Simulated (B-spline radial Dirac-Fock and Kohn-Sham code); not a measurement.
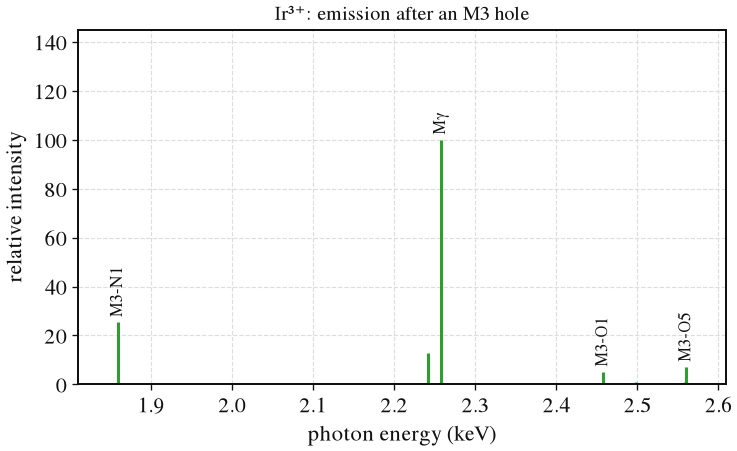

X-ray emission lines that fill an M3 (3p3/2) hole, as sticks. Lines at much lower energy are not shown. Multiplet splitting by the open shell is left out. Species: Ir³⁺ in the configuration [Xe] 4f14 5d6. Level of theory: independent-particle rates on relativistic LDA orbitals of the hole state (multipoles to L = 3), energies from Dirac–Fock ΔSCF; calculated with a B-spline radial code. Widths ruled by Coster–Kronig decay come out up to twice the measured ones in this model.

Question: What multipole carries the M3-N7 line?

Answer: E2; it is forbidden as an electric dipole and holds 0.53 % of the emission.

Question: Which line is the strongest, where is it and what share of the photons does it carry?

Answer: M3-N5 (Mγ) at 2.2576 keV, 62.8 % of the radiative decays.
